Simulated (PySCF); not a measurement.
**UM06-2X/cc-pVDZ run of C2H5GeSi (SMILES [SiH2]C#[C][GeH3])**

What is the vertical ionisation energy of C2H5GeSi at UM06-2X/cc-pVDZ? 

Program for the calculation: PySCF 2.14.0.

1 further run of the same task is left out (set aside as unsound or not needed).

### 1 The structure to begin with

C2H5GeSi has 9 atoms, charge 0, and is taken as a doublet. As SMILES, `[SiH2]C#[C][GeH3]`. Geometry: relaxed at PBE0-D4/def2-TZVP.

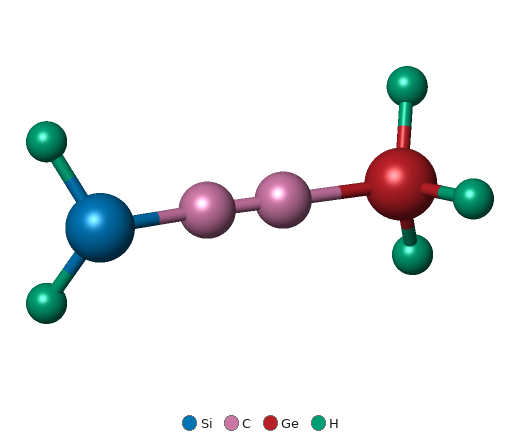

Viewed from a chosen angle; silicon blue, carbon pink, germanium red, hydrogen teal.

### 2 A single-point energy at UM06-2X/cc-pVDZ

The input, calc.py:

```python
from pyscf import gto, dft

mol = gto.M(
    atom=[
    ('Si', (0.082100, 2.336500, -1.455900)),
    ('C', (0.032400, 0.807000, -0.505500)),
    ('C', (0.108500, -0.236500, 0.118500)),
    ('Ge', (0.202100, -1.863500, 1.097100)),
    ('H', (-0.734500, 2.241800, -2.691100)),
    ('H', (-0.281900, 3.510600, -0.624700)),
    ('H', (1.629300, -2.414600, 0.994600)),
    ('H', (-0.796600, -2.855500, 0.490500)),
    ('H', (-0.152800, -1.572100, 2.559500)),
],
    spin=1,
    max_memory=1860,
    basis='cc-pvdz',
    verbose=3,
)

mf = dft.UKS(mol, xc='m06-2x')
mf.grids.level = 5
mf.conv_tol = 1e-10
mf.kernel()
if not mf.converged:
    mf = mf.newton().run(mf.mo_coeff, mf.mo_occ)

etot = mf.e_tot
print('Final energy', etot)
```

Command:

```
OMP_NUM_THREADS=1 python calc.py
```

Standard output:

```text
WARN: HOMO -0.166615460308574 >= LUMO -0.166615460308573

converged SCF energy = -2445.51294076902  <S^2> = 0.75609914  2S+1 = 2.0060899
Final energy -2445.512940769024
```

Run time: 66 s. Hardware: 1 thread of Intel Xeon 6975P-C (Granite Rapids), shared host; peak memory 0.58 GiB.

### 3 The singlet cation

The input, job.py:

```python
from pyscf import gto, dft

molecule = gto.M(
    atom='''
Si   0.082100   2.336500  -1.455900
C    0.032400   0.807000  -0.505500
C    0.108500  -0.236500   0.118500
Ge   0.202100  -1.863500   1.097100
H   -0.734500   2.241800  -2.691100
H   -0.281900   3.510600  -0.624700
H    1.629300  -2.414600   0.994600
H   -0.796600  -2.855500   0.490500
H   -0.152800  -1.572100   2.559500
''',
    charge=1,
    basis='cc-pvdz',
    verbose=3,
    max_memory=1860,
    spin=0,
)

myscf = dft.RKS(molecule)
myscf.xc = 'm06-2x'
myscf.grids.level = 5
myscf.conv_tol = 1e-10
myscf.kernel()
if not myscf.converged:
    myscf = myscf.newton().run(myscf.mo_coeff, myscf.mo_occ)

e_final = myscf.e_tot
print(f'total energy: {e_final:.8f} hartree')
```

Command:

```
OMP_NUM_THREADS=1 python job.py
```

Standard output:

```text
converged SCF energy = -2445.21578743098
total energy: -2445.21578743 hartree
```

It took 40 s on 1 thread of Intel Xeon 6975P-C (Granite Rapids), shared host; peak memory 0.52 GiB.

### 4 Summary of results

Level: UM06-2X/cc-pVDZ.

| quantity | value |
| --- | --- |
| doublet C2H5GeSi: total energy | -2445.51294 Eh |
| doublet C2H5GeSi: dipole moment | 0.42 D |
| doublet C2H5GeSi: HOMO energy (highest over α and β) | -6.86 eV |
| doublet C2H5GeSi: LUMO energy (lowest over α and β) | -2.16 eV |
| doublet C2H5GeSi: ⟨S²⟩ | 0.756 |
| singlet cation: total energy | -2445.21579 Eh |
| singlet cation: HOMO energy | -14.22 eV |
| singlet cation: LUMO energy | -9.08 eV |
| singlet cation: HOMO–LUMO gap | 5.13 eV |
| vertical ionisation energy (to the singlet cation) | 8.086 eV |

**Reading.** Removing an electron at fixed nuclei costs 8.09 eV (186 kcal/mol). Only the singlet of the ionised species was computed; a triplet could lie lower. Mulliken charges (doublet C2H5GeSi) run from -0.17 on C3 to +0.40 on Ge4. Mulliken charges (singlet cation) run from -0.15 on C2 to +0.62 on Si1; they depend strongly on the basis.
